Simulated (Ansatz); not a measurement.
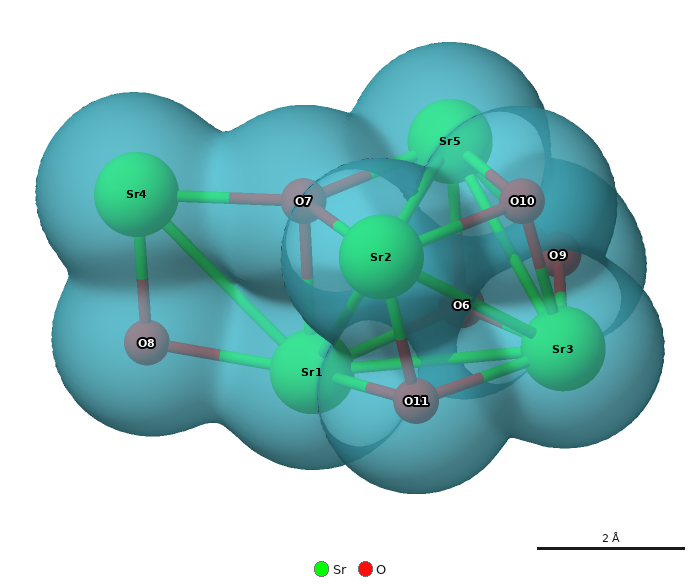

The picture shows: O₆Sr₅ (charge −1, doublet). Isosurface of the electron density at 0.1 e/Å³ (cyan), seen from one side.

Geometry: PBE-D4/def2-SVP; core potentials replace the inner electrons of Sr; the highest occupied orbital lies above zero, a sign that basis and functional describe the outermost electron poorly.

All numbers below come from Ansatz, UKS PBE0-D4/def2-TZVP.

Input file:

```
crystal:
  periodic: [false, false, false]
  atoms:
    - {symbol: Sr, position_ang: [0.240846, -1.766713, -0.232614]}
    - {symbol: Sr, position_ang: [-1.988948, 0.595972, 1.069118]}
    - {symbol: Sr, position_ang: [1.245484, 0.611539, 2.240523]}
    - {symbol: Sr, position_ang: [-2.017049, -1.067643, -2.767174]}
    - {symbol: Sr, position_ang: [0.657747, 1.826956, -0.838362]}
    - {symbol: O, position_ang: [1.952068, -0.063450, 0.015237]}
    - {symbol: O, position_ang: [-1.089243, 0.228577, -1.086038]}
    - {symbol: O, position_ang: [-0.954809, -2.751889, -1.928581]}
    - {symbol: O, position_ang: [2.686535, 1.205797, 0.346107]}
    - {symbol: O, position_ang: [-0.250118, 2.099935, 1.278168]}
    - {symbol: O, position_ang: [-0.482514, -0.919070, 1.903607]}
basis:
  gaussian: {orbitals: def2-TZVP, initial_orbitals: start.molden}
total_charge: -1
magnetization: {spin_polarized: true, initial_magnetization: 1}
hamiltonian: {xc: pbe0, dispersion: d4}
scf: {omitted_lower_state_checks: [starts]}
output: {orbitals: {seedname: orbitals}}
```

Command:

```sh
ansatz run in.yaml --threads 4 --pin off --events-out ev --progress --plain --max-ram 6963MiB
```

> How is the density connected at this value?

At this value the surface is in one piece. It bridges the sampled Sr–O (2.16 Å), Sr–O (2.29 Å) and Sr–O (2.36 Å) contacts, where the density stays above the isovalue. It is pinched off along the sampled Sr–Sr (3.36 Å) contacts. On the grid the lowest density along these lines, outside the cores, is 0.55 e/Å³ (Sr–O, 2.16 Å), 0.08 e/Å³ (Sr–Sr, 3.36 Å), 0.4 e/Å³ (Sr–O, 2.29 Å) and 0.34 e/Å³ (Sr–O, 2.36 Å).
